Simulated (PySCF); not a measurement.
SMILES CS[SiH2]C#N at its PBE/def2-SVP optimised geometry (Å):

```
10

C      1.6493    -0.8816     0.0000
S     -0.1918    -0.8816     0.0000
Si    -0.5697     1.2243     0.0000
C      0.1617     2.0053     1.5339
N      0.6637     2.4556     2.4953
H      1.9531    -1.9452     0.0055
H      2.0489    -0.3887     0.9073
H      2.0542    -0.3968    -0.9093
H     -2.0542     1.4098     0.0349
H      0.0588     1.9452    -1.1579
```

Method: PySCF with PBE/def2-TZVP. Cells within 0.4 Å of a nucleus heavier than hydrogen are left out (blank, or x).

Map of the LUMO amplitude (bohr^(-3/2)) on the plane z = 1.2 Å; orbital energy -2.07 eV, overall sign arbitrary:

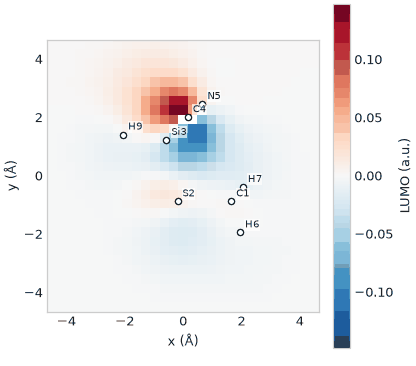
Figure: LUMO amplitude (bohr^(-3/2)) on the plane z = 1.2 Å.
